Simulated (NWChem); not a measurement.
# C3H7F (2-fluoropropane): levels of theory compared

Aim: a comparison of 3 runs (M06-2X/cc-pVDZ, r2SCAN/cc-pVDZ, revPBE/cc-pVDZ) of C3H7F (2-fluoropropane). 

The results are computed with NWChem 7.3.0.

### 1 The system as given

C3H7F has 11 atoms, charge 0, and is taken as a singlet. As SMILES, `CC(C)F`. One bond was lengthened or shortened from a relaxed shape.

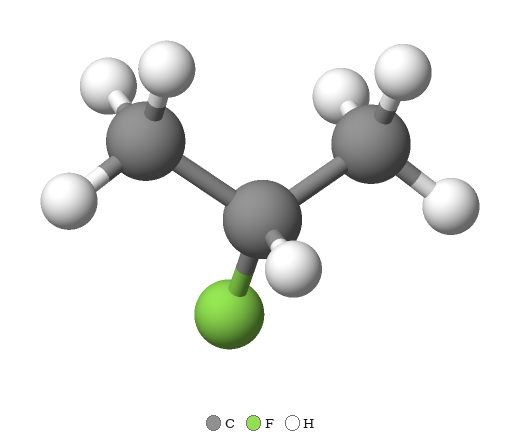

The structure, seen from a chosen angle (carbon grey, fluorine green, hydrogen white).

### 2 A single-point energy at M06-2X/cc-pVDZ (run 1)

run.nw reads:

```
echo
start run
title "C3H7F"
memory stack 880 mb heap 220 mb global 1100 mb

geometry noautosym nocenter noautoz
  C       -0.375854       1.045280      -0.620036
  C       -0.620954      -0.306420       0.001664
  C        0.485046      -0.766020       0.917664
  F       -0.755454      -1.242220      -1.025436
  H       -1.183254       1.303580      -1.307036
  H       -0.321954       1.814280       0.153964
  H        0.707700       1.043900      -1.256000
  H       -1.577954      -0.307020       0.536664
  H        1.437146      -0.788520       0.382364
  H        0.275946      -1.766520       1.299564
  H        0.581446      -0.085420       1.766764
end

basis spherical bse
  * library cc-pVDZ
end

dft
  xc m06-2x
  grid fine
  convergence energy 1e-08
  maxiter 100
  mulliken
  print medium
end

task dft energy
```

Run with:

```bash
$ nwchem run.nw > run.out
```

The program printed:

```text
[...]
          Wavefunction type:  closed shell.
          No. of atoms     :    11
          No. of electrons :    34
[...]
          Charge           :     0
          Spin multiplicity:     1
[...]
          AO basis - number of functions:    91
[...]
              XC Information
              --------------
                       M06-2X Method XC Functional
                     Hartree-Fock (Exact) Exchange  0.540
                        M06-2X Exchange Functional  1.000
                      M06-2X Correlation Potential  1.000
[...]
 d= 0,ls=0.0,diis     1   -218.2194657144 -3.51D+02  8.07D-03  4.43D-01     2.9
[...]
 d= 0,ls=0.0,diis     8   -218.2755300779 -1.75D-09  5.40D-07  7.52D-09    18.3
         Total DFT energy =     -218.275530077873
      One electron energy =     -560.205417416506
           Coulomb energy =      238.718944096161
    Exchange-Corr. energy =      -29.248282129203
 Nuclear repulsion energy =      132.459225371674
[...]
      Total Density - Mulliken Population Analysis
     ---------------------------------------------
    Atom       Charge   Shell Charges
 -----------   ------   -------------------------------------------------------
    1 C    6     6.10   2.01  0.66  0.42  2.07  0.91  0.04
    2 C    6     5.89   2.01  0.68  0.42  2.00  0.65  0.14
    3 C    6     6.05   2.01  0.66  0.36  2.12  0.86  0.04
    4 F    9     9.27   2.00  0.89  1.01  3.32  2.03  0.01
    5 H    1     0.94   0.74  0.17  0.03
    6 H    1     0.96   0.75  0.18  0.03
    7 H    1     0.94   0.67  0.24  0.02
    8 H    1     0.98   0.77  0.18  0.02
    9 H    1     0.95   0.74  0.18  0.03
   10 H    1     0.95   0.75  0.18  0.03
[...]
```

Run time: 19 s. Hardware: 1 thread of AMD EPYC 9R45 (Zen 5), shared host; peak memory 0.12 GiB.

### 3 The energy at r2SCAN/cc-pVDZ (run 2)

c3h7f.nw reads:

```
start c3h7f
memory stack 880 mb heap 220 mb global 1100 mb

geometry units angstrom noautosym nocenter noautoz
  C       -0.375854       1.045280      -0.620036
  C       -0.620954      -0.306420       0.001664
  C        0.485046      -0.766020       0.917664
  F       -0.755454      -1.242220      -1.025436
  H       -1.183254       1.303580      -1.307036
  H       -0.321954       1.814280       0.153964
  H        0.707700       1.043900      -1.256000
  H       -1.577954      -0.307020       0.536664
  H        1.437146      -0.788520       0.382364
  H        0.275946      -1.766520       1.299564
  H        0.581446      -0.085420       1.766764
end

basis spherical bse
  * library cc-pVDZ
end

dft
  xc r2scan
  grid fine
  convergence energy 1e-08
  iterations 100
  mulliken
end

task dft
```

Run with:

```bash
$ nwchem c3h7f.nw > c3h7f.out
```

The program printed:

```text
[...]
          Wavefunction type:  closed shell.
          No. of atoms     :    11
          No. of electrons :    34
[...]
          Charge           :     0
          Spin multiplicity:     1
[...]
          AO basis - number of functions:    91
[...]
              XC Information
              --------------
                      r^2SCAN Method XC Functional
               r^2SCAN metaGGA Exchange Functional  1.000
                     r^2SCAN Correlation Potential  1.000
[...]
 d= 0,ls=0.0,diis     1   -218.1999030202 -3.51D+02  1.12D-02  5.14D-01     2.6
[...]
 d= 0,ls=0.0,diis    10   -218.2560241290 -4.22D-11  6.11D-08  9.32D-11    22.5
         Total DFT energy =     -218.256024129008
      One electron energy =     -560.278957142795
           Coulomb energy =      238.794477019521
    Exchange-Corr. energy =      -29.230769377409
 Nuclear repulsion energy =      132.459225371674
[...]
      Total Density - Mulliken Population Analysis
     ---------------------------------------------
    Atom       Charge   Shell Charges
 -----------   ------   -------------------------------------------------------
    1 C    6     6.09   2.01  0.67  0.43  2.06  0.88  0.04
    2 C    6     5.88   2.01  0.70  0.42  1.99  0.62  0.14
    3 C    6     6.04   2.01  0.67  0.37  2.11  0.83  0.04
    4 F    9     9.26   2.01  0.90  1.01  3.33  2.01  0.00
    5 H    1     0.95   0.75  0.17  0.03
    6 H    1     0.96   0.75  0.18  0.03
    7 H    1     0.95   0.68  0.24  0.02
    8 H    1     0.99   0.77  0.19  0.03
    9 H    1     0.96   0.74  0.18  0.03
   10 H    1     0.96   0.75  0.18  0.03
[...]
```

It took 23 s on 1 thread of AMD EPYC 9R45 (Zen 5), shared host; peak memory 0.12 GiB.

### 4 The energy at revPBE/cc-pVDZ (run 3)

run.py reads:

```python
from ase import Atoms
from ase.calculators.nwchem import NWChem

atoms = Atoms(['C', 'C', 'C', 'F', 'H', 'H', 'H', 'H', 'H', 'H', 'H'], positions=[
    [-0.375854, 1.045280, -0.620036],
    [-0.620954, -0.306420, 0.001664],
    [0.485046, -0.766020, 0.917664],
    [-0.755454, -1.242220, -1.025436],
    [-1.183254, 1.303580, -1.307036],
    [-0.321954, 1.814280, 0.153964],
    [0.707700, 1.043900, -1.256000],
    [-1.577954, -0.307020, 0.536664],
    [1.437146, -0.788520, 0.382364],
    [0.275946, -1.766520, 1.299564],
    [0.581446, -0.085420, 1.766764],
])

calc = NWChem(
    label='job',
    theory='dft',
    memory='2200 mb',
    basis='cc-pVDZ',
    basispar='spherical bse',
    dft={'xc': 'revpbe cpbe96', 'mult': '1', 'grid': 'fine', 'convergence': 'energy 1e-08', 'iterations': '100', 'mulliken': None},
    task='energy',
)
atoms.calc = calc

print(f"energy = {atoms.get_potential_energy():.6f} eV")
print("dipole (e A):", atoms.get_dipole_moment().round(4))
```

Run with:

```bash
$ export ASE_NWCHEM_COMMAND="nwchem PREFIX.nwi > PREFIX.nwo"
$ python run.py
```

The program printed:

```text
energy = -5940.257658 eV
dipole (e A): [0.0307 0.2178 0.2495]
```

The calculator wrote job.nwi:

```
title "job"

permanent_dir job

scratch_dir job

start job

geometry units angstrom nocenter noautosym noautoz
  C  -3.7585400000000002e-01 1.0452800000000000e+00 -6.2003600000000003e-01
  C  -6.2095400000000001e-01 -3.0642000000000003e-01 1.6639999999999999e-03
  C  4.8504599999999998e-01 -7.6602000000000003e-01 9.1766400000000004e-01
  F  -7.5545399999999996e-01 -1.2422200000000001e+00 -1.0254360000000000e+00
  H  -1.1832540000000000e+00 1.3035800000000000e+00 -1.3070360000000001e+00
  H  -3.2195400000000002e-01 1.8142799999999999e+00 1.5396399999999999e-01
  H  7.0770000000000000e-01 1.0439000000000001e+00 -1.2560000000000000e+00
  H  -1.5779540000000001e+00 -3.0702000000000002e-01 5.3666400000000003e-01
  H  1.4371460000000000e+00 -7.8852000000000000e-01 3.8236399999999998e-01
  H  2.7594600000000002e-01 -1.7665200000000001e+00 1.2995639999999999e+00
  H  5.8144600000000002e-01 -8.5419999999999996e-02 1.7667640000000000e+00
end

memory 2200 mb

basis spherical bse noprint
   * library cc-pVDZ
end

dft
  xc revpbe cpbe96
  mult 1
  grid fine
  convergence energy 1e-08
  iterations 100
  mulliken
end

task dft energy
```

job.nwo, shortened:

```text
[...]
      One electron energy =     -560.256784047924
[... 1 line left out ...]
    Exchange-Corr. energy =      -29.271116908114
[... 6 lines left out ...]
                       DFT Final Molecular Orbital Analysis
[... 650 lines left out ...]
     -------------------------------------------
[...]
```

Run time: 20 s. Hardware: 1 thread of AMD EPYC 9R45 (Zen 5), shared host; peak memory 0.12 GiB.

### 5 All runs side by side

| run | level | energy (Eh) | dipole moment (D) | HOMO energy (eV) | LUMO energy (eV) | wall time |
| --- | --- | --- | --- | --- | --- | --- |
| 1 | M06-2X/cc-pVDZ | -218.275530 | 1.83 | -10.41 | 2.66 | 19 s |
| 2 | r2SCAN/cc-pVDZ | -218.256024 | 1.75 | -7.62 | 1.61 | 23 s |
| 3 | revPBE/cc-pVDZ | -218.300444 | 1.60 | -7.16 | 1.10 | 20 s |

### 6 Summary of results

| quantity | value |
| --- | --- |
| run 3: total energy | -218.30044 Eh |
| run 3: dipole moment | 1.60 D |
| run 3: HOMO energy | -7.16 eV |
| run 3: LUMO energy | 1.10 eV |
| run 3: HOMO–LUMO gap | 8.26 eV |

**Reading.** The dipole moment (its size) runs from 1.60 D (revPBE/cc-pVDZ) to 1.83 D (M06-2X/cc-pVDZ). The HOMO–LUMO gap runs from 8.26 eV (revPBE/cc-pVDZ) to 13.08 eV (M06-2X/cc-pVDZ). Totals of different functionals can't be ranked against each other. All runs together took 62 s, the longest 23 s.
